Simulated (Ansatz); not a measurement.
# Si3H8 (trisilane) at r2SCAN0/6-31G(d) (spherical functions)

Aim: the energy change on altering one bond length of Si3H8 (trisilane) at r2SCAN0/6-31G* (spherical functions), from 2 runs. 

Program for the calculation: Ansatz 0.2.0.

34 further runs of the same task are left out: 34 set aside as unsound or not needed.

## 1. The system as given

Si3H8 has 11 atoms, charge 0, and is taken as a singlet. SMILES: `[SiH3][SiH2][SiH3]`. The shape is that of a PBE0-D4/def2-TZVP optimisation.

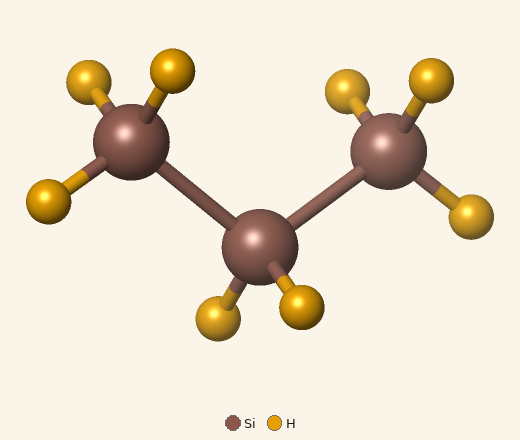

The structure, seen from a chosen angle (silicon brown, hydrogen amber).

## 2. A single-point energy at r2SCAN0/6-31G(d) (spherical functions)

File input.yaml:

```yaml
basis:
  gaussian:
    orbitals: 6-31G_st_-spherical.json
crystal:
  periodic: [false, false, false]
  atoms:
    - {symbol: Si, position_ang: [-1.292570, 1.366730, -0.525270]}
    - {symbol: Si, position_ang: [-0.462570, -0.807300, -0.296320]}
    - {symbol: Si, position_ang: [1.631930, -0.774400, 0.742750]}
    - {symbol: H, position_ang: [-2.625850, 1.367720, -1.185120]}
    - {symbol: H, position_ang: [-0.354030, 2.180440, -1.344070]}
    - {symbol: H, position_ang: [-1.422540, 2.000090, 0.814640]}
    - {symbol: H, position_ang: [-0.343400, -1.440160, -1.640160]}
    - {symbol: H, position_ang: [-1.410380, -1.620800, 0.516390]}
    - {symbol: H, position_ang: [1.515950, -0.154940, 2.090430]}
    - {symbol: H, position_ang: [2.583820, 0.031780, -0.068050]}
    - {symbol: H, position_ang: [2.179610, -2.149160, 0.894770]}
hamiltonian:
  xc: {name: r2SCAN0}
accuracy: high
output:
  orbitals: {seedname: orbitals}
```

The basis set 6-31G* is read from a file made from the Basis Set Exchange's data (not shown).

Command:

```console
ansatz run input.yaml --threads 1 --pin off --max-ram 3480MiB --events-out events.jsonl --progress --plain --runs-dir runs
```

Output:

```text
Warning: RAYON_NUM_THREADS=1 ignored (pool sized by the plan → 1); use --threads N
Functional definition: r2SCAN0
  name "r2SCAN0"
  parameter a = 0.25
  parameter k0 = 0.174
  parameter k1 = 0.065
  parameter a1 = 4.9479
  exchange = (1 - a)*r2scan_x(k0 = k0, k1 = k1, a1 = a1) + a*exact_x
  correlation = r2scan_c
1621 factors; integrals over basis functions are off by at most 3.4e-9 eV
mean field evaluation 1: about -23758.2261 eV, gradient 7.8e0 eV
mean field evaluation 2: about -23758.4570 eV, gradient 3.5e0 eV
mean field evaluation 4: about -23758.5004 eV, gradient 9.2e-1 eV
mean field evaluation 8: about -23758.7188 eV, gradient 5.0e-3 eV
mean field evaluation 16: about -23758.7188 eV, gradient 2.3e-7 eV
mean field -23758.71883339 eV, -873.1168128891 hartree, gradient 3.8e-8 eV, S^2 0.000000; 0 other end points of the search recorded, 0 dependent functions left out
reference -23758.71883424 eV, -873.1168129204 hartree; 25, 25 occupied and 45, 45 virtual orbitals, 1621 factors
Total energy: -23758.71883424 eV, -873.1168129204 hartree
```

It took 6 s on 1 thread of AMD EPYC 9R45 (Zen 5), shared host; peak memory 0.31 GiB.

## 3. The distorted shape

File run.yaml:

```yaml
crystal:
  periodic: [false, false, false]
  atoms:
    - {symbol: Si, position_ang: [-1.417083, 1.692868, -0.559616]}
    - {symbol: Si, position_ang: [-0.462570, -0.807300, -0.296320]}
    - {symbol: Si, position_ang: [1.631930, -0.774400, 0.742750]}
    - {symbol: H, position_ang: [-2.750363, 1.693858, -1.219466]}
    - {symbol: H, position_ang: [-0.478543, 2.506578, -1.378416]}
    - {symbol: H, position_ang: [-1.547053, 2.326228, 0.780294]}
    - {symbol: H, position_ang: [-0.343400, -1.440160, -1.640160]}
    - {symbol: H, position_ang: [-1.410380, -1.620800, 0.516390]}
    - {symbol: H, position_ang: [1.515950, -0.154940, 2.090430]}
    - {symbol: H, position_ang: [2.583820, 0.031780, -0.068050]}
    - {symbol: H, position_ang: [2.179610, -2.149160, 0.894770]}
basis:
  gaussian:
    orbitals: 6-31G_st_-spherical.json
hamiltonian:
  xc: {name: r2SCAN0}
accuracy: high
output: {orbitals: {seedname: orbitals}}
```

The basis set 6-31G* is read from a file made from the Basis Set Exchange's data (not shown).

Command:

```console
ansatz run run.yaml --threads 1 --pin off --max-ram 3480MiB --events-out events.jsonl --progress --plain --runs-dir runs
```

Output:

```text
Warning: RAYON_NUM_THREADS=1 ignored (pool sized by the plan → 1); use --threads N
Functional definition: r2SCAN0
  name "r2SCAN0"
  parameter a = 0.25
  parameter k0 = 0.174
  parameter k1 = 0.065
  parameter a1 = 4.9479
  exchange = (1 - a)*r2scan_x(k0 = k0, k1 = k1, a1 = a1) + a*exact_x
  correlation = r2scan_c
1609 factors; integrals over basis functions are off by at most 3.8e-9 eV
mean field evaluation 1: about -23757.7837 eV, gradient 7.6e0 eV
mean field evaluation 2: about -23758.0088 eV, gradient 2.9e0 eV
mean field evaluation 4: about -23758.0371 eV, gradient 8.4e-1 eV
mean field evaluation 8: about -23758.2467 eV, gradient 8.6e-3 eV
mean field evaluation 16: about -23758.2467 eV, gradient 9.2e-7 eV
mean field -23758.24673009 eV, -873.0994634129 hartree, gradient 2.5e-8 eV, S^2 0.000000; 0 other end points of the search recorded, 0 dependent functions left out
reference -23758.24673096 eV, -873.0994634447 hartree; 25, 25 occupied and 45, 45 virtual orbitals, 1609 factors
Total energy: -23758.24673096 eV, -873.0994634447 hartree
```

It took 6.3 s on 1 thread of AMD EPYC 9R45 (Zen 5), shared host; peak memory 0.31 GiB.

## 4. Results

At r2SCAN0/6-31G* (spherical functions):

```
                                                           quantity          value
                                          first shape: total energy  -873.11681 Eh
                                           first shape: HOMO energy       -8.17 eV
                                           first shape: LUMO energy        0.29 eV
                                         first shape: HOMO–LUMO gap        8.46 eV
                                      distorted shape: total energy  -873.09946 Eh
                                       distorted shape: HOMO energy       -7.75 eV
                                       distorted shape: LUMO energy       -0.50 eV
                                     distorted shape: HOMO–LUMO gap        7.25 eV
energy change with the Si1–Si2 bond stretched from 2.338 to 2.689 Å       0.472 eV
```

What this shows: With the Si1–Si2 bond stretched from 2.338 to 2.689 Å the energy rises by 0.47 eV (45.6 kJ/mol). The first shape isn't relaxed at this level, so the change isn't measured from a minimum.
